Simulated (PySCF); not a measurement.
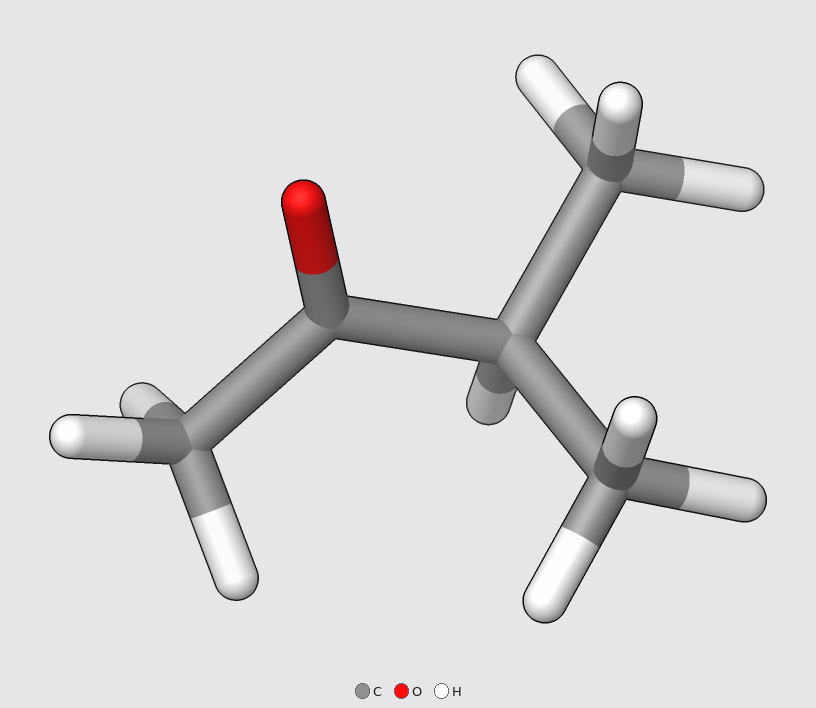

Stick drawing of a structure. Every bond is drawn as one stick, whatever its order.

Computed geometry: GFN2-xTB optimisation. No frequency run is at hand to confirm it as a minimum.

> Give the formula.

C5H10O, 16 atoms: 5 carbon, 10 hydrogen and 1 oxygen.

> How many bonds of each kind are drawn?

10 C–H, 4 C–C, 1 C–O.

> Which point group does it belong to?

C1.

> Does it have rings?

It has no ring.

The parts below concern this one geometry. Atoms keep their numbers from picture to picture.

## Geometry

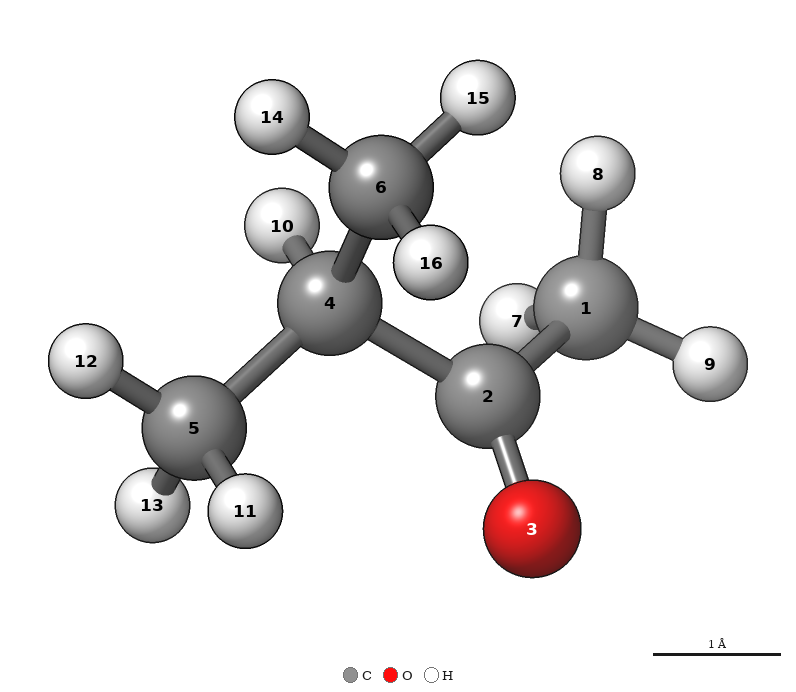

Numbered structure. No frequency run is at hand to confirm it as a minimum.

List the bonds and their lengths.

```csv
bond,length (Å),order
C1–C2,1.508,single
C1–H7,1.089,single
C1–H8,1.087,single
C1–H9,1.087,single
C2–O3,1.204,double
C2–C4,1.523,single
C4–C5,1.526,single
C4–C6,1.533,single
C4–H10,1.095,single
C5–H11,1.087,single
C5–H12,1.087,single
C5–H13,1.088,single
C6–H14,1.088,single
C6–H15,1.088,single
C6–H16,1.087,single
```

## Dipole moment

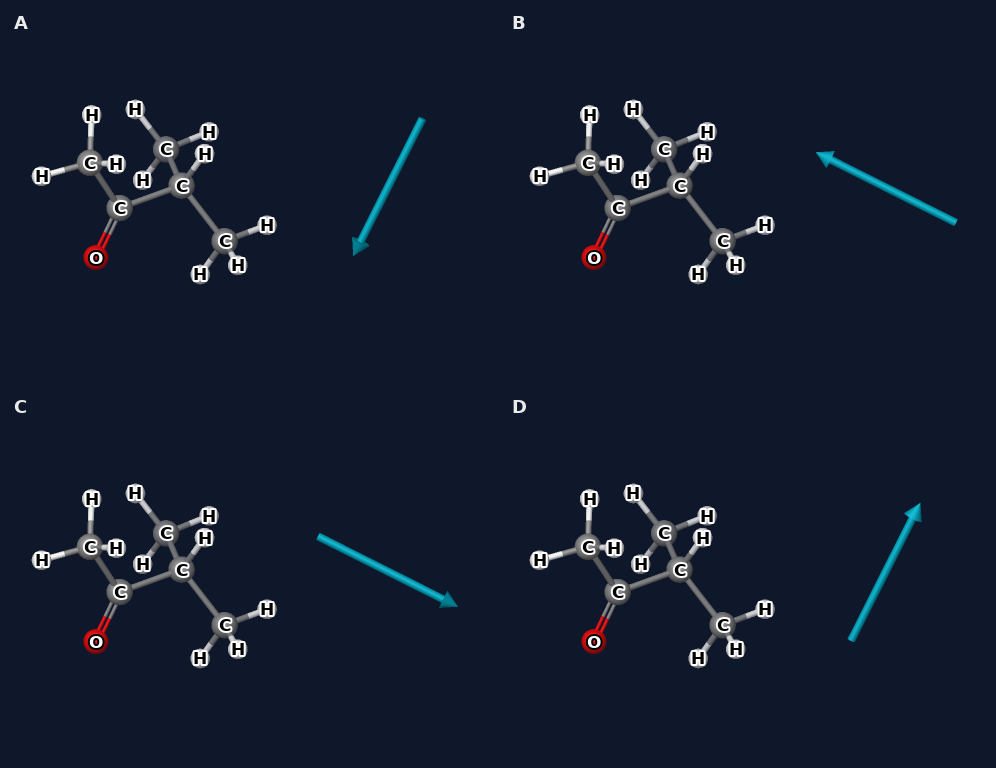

The same molecule four times, each with an arrow. No frequency run is at hand to confirm it as a minimum. Properties computed with PBE0/pcSseg-1, gas phase (PySCF 2.14.0).

> Which arrow points along the dipole moment, from the negative to the positive end?

D. The dipole moment is 2.83 D.

## Charges

The questions are on IAO charges. No frequency run is at hand to confirm it as a minimum. Properties computed with PBE0/pcSseg-1, gas phase (PySCF 2.14.0).

> Which atom carries the highest charge (most positive or least negative)?

C2 (0.40 e).

> And the lowest?

C1 (−0.48 e).

List the IAO charges.

| atom | value (e) |
| --- | --- |
| C1 | −0.48 |
| C2 | 0.40 |
| O3 | −0.41 |
| C4 | −0.15 |
| C5 | −0.42 |
| C6 | −0.41 |
| H7 | 0.17 |
| H8 | 0.15 |
| H9 | 0.16 |
| H10 | 0.13 |
| H11 | 0.15 |
| H12 | 0.14 |
| H13 | 0.14 |
| H14 | 0.14 |
| H15 | 0.14 |
| H16 | 0.15 |

## NMR shielding

The questions are on isotropic NMR shieldings of the H atoms. No frequency run is at hand to confirm it as a minimum. Properties computed with GIAO PBE0/pcSseg-1 NMR shielding, non-relativistic, gas phase (PySCF 2.14.0).

List the isotropic NMR shieldings of the H atoms.

```csv
atom,σ (ppm)
H7,29.64
H8,29.15
H9,29.83
H10,29.24
H11,30.09
H12,31.07
H13,30.80
H14,30.58
H15,30.44
H16,30.84
```

## Quadrupole coupling

No frequency run is at hand to confirm it as a minimum. Electric field gradients from the ground-state density, PBE0/pcSseg-1 (PySCF 2.14.0), non-relativistic apart from any core potentials.

Give the largest field-gradient component, the quadrupole coupling constant and the asymmetry for 17O at O3 (Q = −25.6 mb), 2H at H7 (Q = 2.86 mb), 2H at H8 (Q = 2.86 mb), 2H at H9 (Q = 2.86 mb), 2H at H10 (Q = 2.86 mb).

```json
{"atom": "O3", "V_zz (a.u.)": "−1.971", "e²qQ/h (MHz)": "11.86", "η": "0.50"}
{"atom": "H7", "V_zz (a.u.)": "0.313", "e²qQ/h (MHz)": "0.210", "η": "0.03"}
{"atom": "H8", "V_zz (a.u.)": "0.315", "e²qQ/h (MHz)": "0.212", "η": "0.03"}
{"atom": "H9", "V_zz (a.u.)": "0.314", "e²qQ/h (MHz)": "0.211", "η": "0.00"}
{"atom": "H10", "V_zz (a.u.)": "0.296", "e²qQ/h (MHz)": "0.199", "η": "0.02"}
```
